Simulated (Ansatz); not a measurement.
LaTlS2 (space group P4/mmm, No. 123): the input geometry of an electronic-structure calculation (not necessarily at equilibrium); the starting structure was generated, so it need not be a known form of this composition.

```
CELL_PARAMETERS angstrom
4.28184 0.00000 0.00000
0.00000 4.28184 0.00000
0.00000 0.00000 5.94130
ATOMIC_POSITIONS crystal
Tl 0.00000 0.00000 0.00000
S 0.00000 0.00000 0.50000
La 0.50000 0.50000 0.50000
S 0.50000 0.50000 0.00000
```

Describe how the polyhedra about La and Tl are linked (bonds: La–S below 3.4 Å and S–Tl below 3.4 Å).

La: LaS6 octahedron, sharing edges with twelve neighbours and corners with six neighbours; Tl: TlS6 octahedron, sharing corners with six neighbours and edges with twelve neighbours.

They form a three-dimensional framework of corner- and edge-sharing octahedra.

Centre to centre across a shared corner: 5.94 to 6.06 Å; across a shared edge: 4.24 to 4.28 Å.

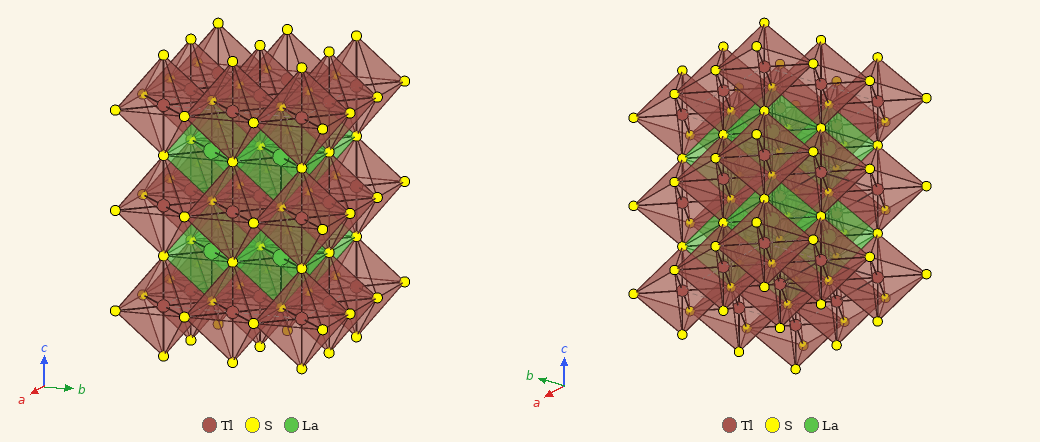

Polyhedra are drawn about La and Tl (bonds: La–S below 3.4 Å and S–Tl below 3.4 Å); other atoms are plain spheres. Two views of the same piece.
